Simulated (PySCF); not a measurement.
**What a change does: single-point calculation on LaP2H6**

System: LaP2H6, charge +3.
Method of run 1: RKS TPSS, La lcecp-1-SVP with ECP46, P def2-SVP, H def2-SVP; non-relativistic Hamiltonian with a scalar-relativistic core potential; density fitting (PySCF 2.14.0).

Text and figures count atoms from 1; the logs count them from 0 in places.

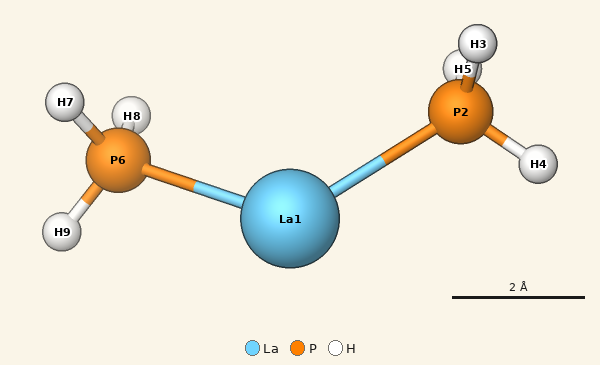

The input geometry (ball-and-stick view, seen at a tilt; atoms are numbered from 1 in the order of the input). Sticks mark near contacts. Bond lengths as drawn: H–P 1.42 Å and La–P 3.11 Å.

**Input file, run 1**
```python
mol = gto.M(atom='''
La     0.11630     1.42161     0.00000
P     -0.00815    -0.19416     2.65986
H      1.26918    -0.49303     3.20678
H     -0.68931     0.49390     3.70025
H     -0.66445    -1.45126     2.57206
P     -0.00815    -0.19416    -2.65986
H      1.26918    -0.49303    -3.20678
H     -0.66445    -1.45126    -2.57206
H     -0.68931     0.49390    -3.70025''',
    basis={'La': 'lcecp-1-SVP', 'P': 'def2-SVP', 'H': 'def2-SVP'},
    ecp={'La': 'lcecp-1-SVP'},
    charge=3, spin=0)
mf = dft.RKS(mol, xc='TPSS')
mf.grids.atom_grid = (50, 194)  # f atoms: at least (60, 302), unpruned
mf = mf.density_fit()  # La AutoAux, P def2-universal-JKFIT, H def2-universal-JKFIT
mf.conv_tol = 1e-08; mf.max_cycle = 55
mf.kernel(dm0)
```

The script is an equivalent of the set-up of the self-consistent field. The run itself was carried out by a driver, which started from the orbitals of the step before it where there was one and computed the further properties.

Launched with:
```bash
OMP_NUM_THREADS=2 python <driver script>
```

Hardware: 2 threads of Arm Neoverse V1, 24 GiB of memory available, shared host.

**Output (run 1)**
```
init E= -716.505387696443
  HOMO = -0.772926122986206  LUMO = -0.630756615601112  gap/eV = 3.86863
cycle= 1 E= -716.570478326143  delta_E= -0.0651  |g|= 0.122  |ddm|= 0.317
  HOMO = -0.762615573499448  LUMO = -0.681785263084733  gap/eV = 2.19950
cycle= 2 E= -716.545649385149  delta_E= 0.0248  |g|= 0.248  |ddm|= 0.84
  HOMO = -0.765697928264972  LUMO = -0.651603355311448  gap/eV = 3.10467
cycle= 3 E= -716.579699742494  delta_E= -0.0341  |g|= 0.00586  |ddm|= 0.523
  HOMO = -0.766486339981  LUMO = -0.650955135385819  gap/eV = 3.14376
cycle= 4 E= -716.57970979472  delta_E= -1.01e-05  |g|= 0.00276  |ddm|= 0.012
  HOMO = -0.76629659360135  LUMO = -0.650738655592863  gap/eV = 3.14449
cycle= 5 E= -716.579713174284  delta_E= -3.38e-06  |g|= 0.000491  |ddm|= 0.00444
  HOMO = -0.766339402909774  LUMO = -0.650817894206272  gap/eV = 3.14350
cycle= 6 E= -716.579713273288  delta_E= -9.9e-08  |g|= 6.53e-05  |ddm|= 0.000841
  HOMO = -0.766333464356118  LUMO = -0.650807184086457  gap/eV = 3.14363
cycle= 7 E= -716.579713274932  delta_E= -1.64e-09  |g|= 1.17e-05  |ddm|= 0.000141
  HOMO = -0.766333011053398  LUMO = -0.650807855767743  gap/eV = 3.14360
Extra cycle  E= -716.579713274928  delta_E= 4.21e-12  |g|= 1.11e-05  |ddm|= 3.52e-05
converged SCF energy = -716.579713274928
```

The input of run 2 differs as follows (lines with − go, lines with + come):
```diff
-mf.grids.atom_grid = (50, 194)  # f atoms: at least (60, 302), unpruned
+mf.grids.atom_grid = (99, 590)  # f atoms: at least (60, 302), unpruned
```

How does run 2 compare with run 1?

The energy of run 2 is 0.02 kcal/mol lower, which measures how much it depends on this numerical setting. On the same kind of shared host run 2 took about 4.5 times as long.

**Output (run 2)**
```
init E= -694.145686005033
  HOMO = -1.03401647331045  LUMO = -0.680245805834842  gap/eV = 9.62659
cycle= 1 E= -715.43154659775  delta_E= -21.3  |g|= 1.93  |ddm|= 3.97
  HOMO = -0.659720182679352  LUMO = -0.657969076766805  gap/eV = 0.04765
cycle= 2 E= -704.409307014676  delta_E=   11  |g|= 3.47  |ddm|=  6.9
  HOMO = -0.698369070113959  LUMO = -0.487816797097823  gap/eV = 5.72942
cycle= 3 E= -716.063537094469  delta_E= -11.7  |g|= 1.01  |ddm|= 5.88
  HOMO = -0.773416437897054  LUMO = -0.625621556504483  gap/eV = 4.02170
cycle= 4 E= -716.56352737073  delta_E= -0.5  |g|= 0.174  |ddm|= 2.25
  HOMO = -0.762086723586449  LUMO = -0.656948251004487  gap/eV = 2.86096
cycle= 5 E= -716.576123028751  delta_E= -0.0126  |g|= 0.0915  |ddm|= 0.539
  HOMO = -0.765469276600634  LUMO = -0.652783968617739  gap/eV = 3.06632
cycle= 6 E= -716.579550780419  delta_E= -0.00343  |g|= 0.0197  |ddm|= 0.138
  HOMO = -0.76647992134514  LUMO = -0.651469393220117  gap/eV = 3.12960
cycle= 7 E= -716.5797390889  delta_E= -0.000188  |g|= 0.0047  |ddm|= 0.0349
  HOMO = -0.766291812989518  LUMO = -0.650813882885632  gap/eV = 3.14231
cycle= 8 E= -716.579749507892  delta_E= -1.04e-05  |g|= 0.000969  |ddm|= 0.00845
  HOMO = -0.766346935106954  LUMO = -0.650858673117978  gap/eV = 3.14260
cycle= 9 E= -716.57974983831  delta_E= -3.3e-07  |g|= 0.000273  |ddm|= 0.00168
  HOMO = -0.766339660228802  LUMO = -0.650843490426977  gap/eV = 3.14281
cycle= 10 E= -716.5797498663  delta_E= -2.8e-08  |g|= 3.45e-05  |ddm|= 0.00041
  HOMO = -0.766342340569838  LUMO = -0.650842282739064  gap/eV = 3.14292
cycle= 11 E= -716.579749866867  delta_E= -5.68e-10  |g|= 2.66e-06  |ddm|= 6.81e-05
  HOMO = -0.76634221427724  LUMO = -0.650842637164168  gap/eV = 3.14290
Extra cycle  E= -716.57974986687  delta_E= -2.73e-12  |g|= 3.05e-06  |ddm|= 9.83e-06
converged SCF energy = -716.57974986687
```

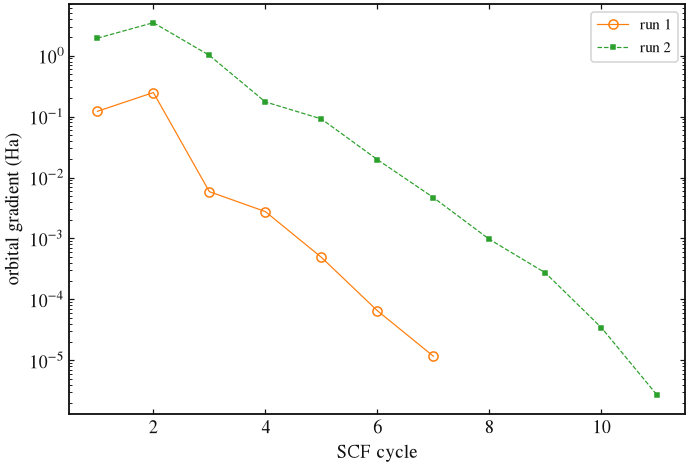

Convergence of the two runs: orbital gradient against the SCF cycle. Run 1 takes 7 cycles in all, and run 2 takes 11.

**The two runs side by side**

| quantity | run 1 | run 2 |
| --- | --- | --- |
| outcome | converged | converged |
| total energy (hartree) | −716.579713 | −716.579750 |
| HOMO (eV) | −20.85 | −20.85 |
| LUMO (eV) | −17.71 | −17.71 |
| largest force (eV/Å) | 0.014 | 0.014 |
| basis functions | 99 | 99 |
| wall time (shared host) | 6.8 s | 31 s |
